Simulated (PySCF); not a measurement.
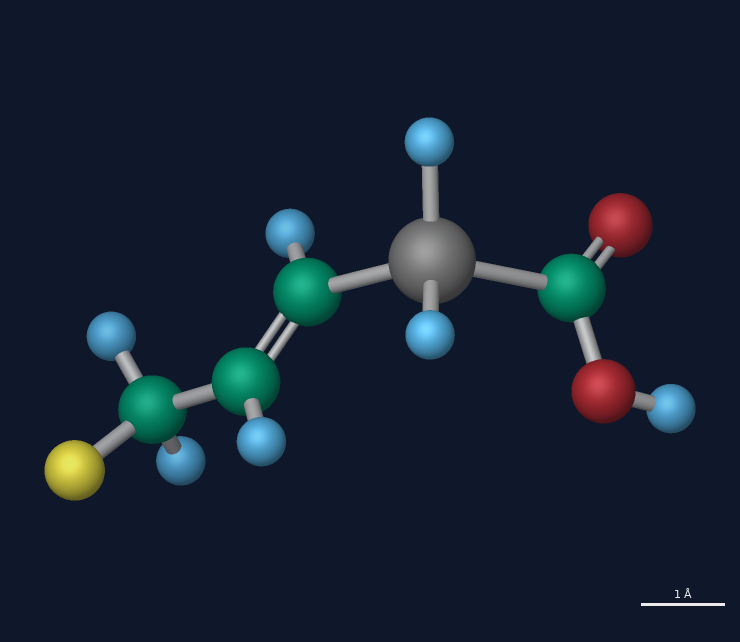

Colours: oxygen red, carbon teal, germanium grey, fluorine yellow, hydrogen blue.

The computed structure is the end point of a GFN2-xTB optimisation. No frequency run is at hand to confirm it as a minimum.

What does the picture show?

The molecule is C4H7FGeO2. Its SMILES string is `O=[C](O)[GeH2]/[CH]=C/CF`. Among its groups: carboxylic acid, alkene, C–F bond. This geometry has C1 symmetry. Coordination: 3 C trigonal planar; 1 O bent; 1 Ge tetrahedral; 1 C tetrahedral.

The parts below concern this one geometry. Atoms keep their numbers from picture to picture.

## Shape

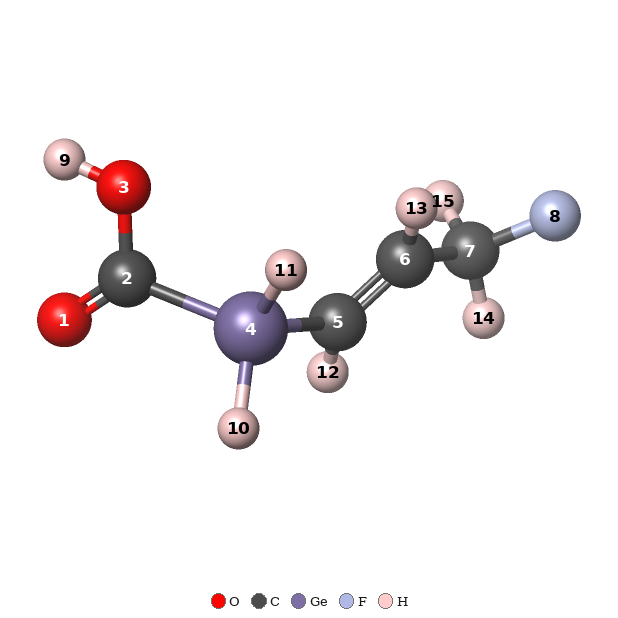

No frequency run is at hand to confirm it as a minimum.

Estimate the angles O1–C2–Ge4, C2–Ge4–C5, C2–Ge4–H10, Ge4–C5–C6, C5–Ge4–H10, C5–Ge4–H11, C5–C6–H13, C6–C5–H12, C6–C7–F8, C6–C7–H14, F8–C7–H14, F8–C7–H15.

| angle | degrees |
| --- | --- |
| O1–C2–Ge4 | 127.5 |
| C2–Ge4–C5 | 109.4 |
| C2–Ge4–H10 | 108.6 |
| Ge4–C5–C6 | 123.6 |
| C5–Ge4–H10 | 109.7 |
| C5–Ge4–H11 | 110.1 |
| C5–C6–H13 | 120.9 |
| C6–C5–H12 | 119.3 |
| C6–C7–F8 | 110.6 |
| C6–C7–H14 | 112.2 |
| F8–C7–H14 | 107.1 |
| F8–C7–H15 | 106.2 |

## Dipole moment

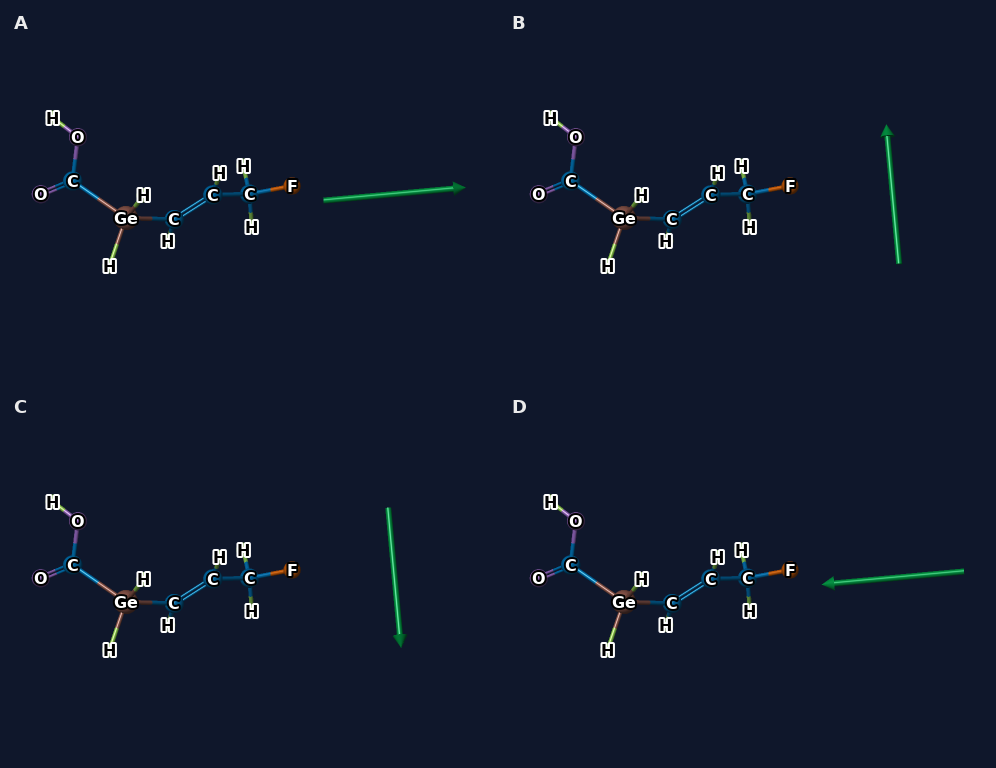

The same molecule four times, each with an arrow. No frequency run is at hand to confirm it as a minimum. Properties computed with B3LYP/def2-SVPD, gas phase (PySCF 2.14.0).

Which arrow points along the dipole moment, from the negative to the positive end?

B. The dipole moment is 0.79 D.

## Polarisability

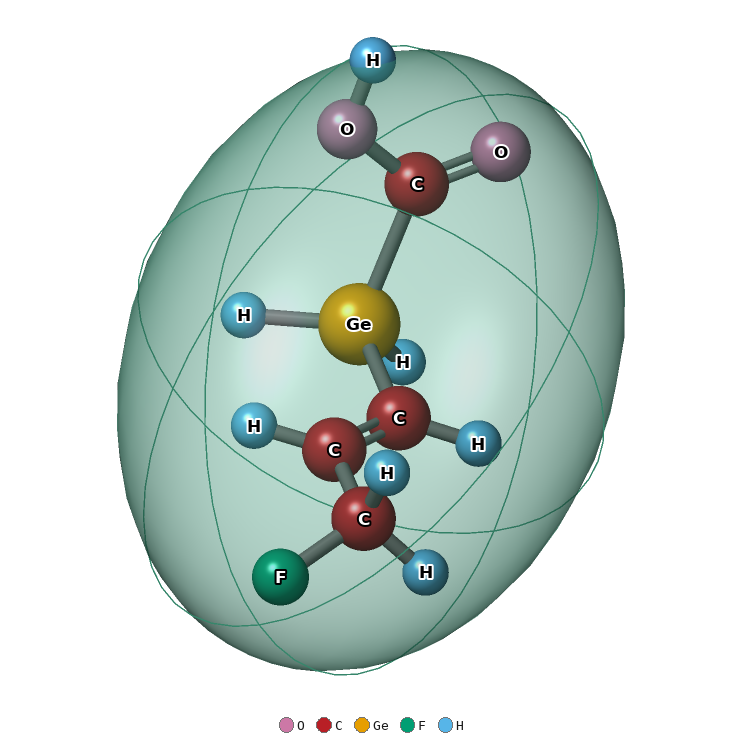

The ellipsoid shows the static dipole polarisability: its half-axes are proportional to the principal values. No frequency run is at hand to confirm it as a minimum. Level of theory: B3LYP/def2-SVPD (PySCF 2.14.0).

Give the principal values, the mean and the anisotropy.

Principal values 76.5, 80.7, 114.1 bohr³; mean 90.5 bohr³ (13.40 Å³); anisotropy 35.7 bohr³, so the longest axis is 1.49 times the shortest.

## Excitation

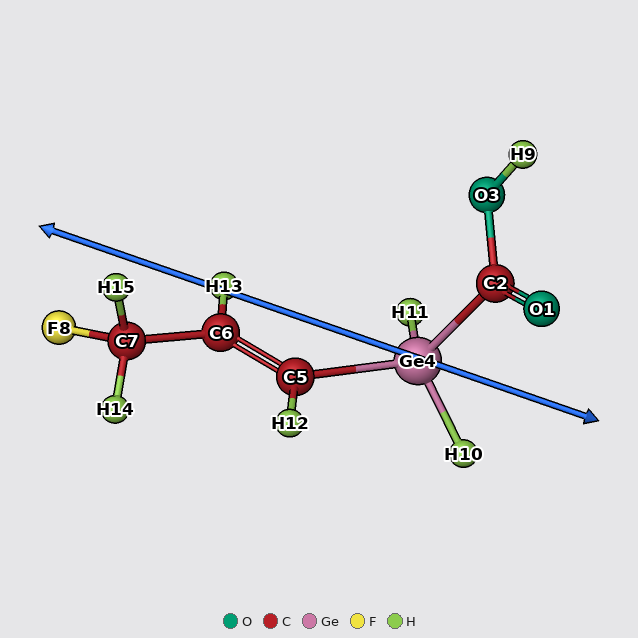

The double arrow shows the direction of the transition dipole to excited singlet state 6 (its length means nothing). No frequency run is at hand to confirm it as a minimum. Properties computed with TDDFT B3LYP/def2-SVPD, vertical, gas phase, core orbitals frozen in the response (PySCF 2.14.0).

Where does the transition lie, and how strong is it?

6.90 eV (180 nm), oscillator strength 0.26, of mixed character, with the largest part HOMO−1 → LUMO+1 (weight 0.50); transition dipole 3.15 D.

The geometry is semi-empirical. Around Ge such bond lengths and angles can be off by a tenth of an ångström or more and by several degrees, and values that hang on the shape move with them.
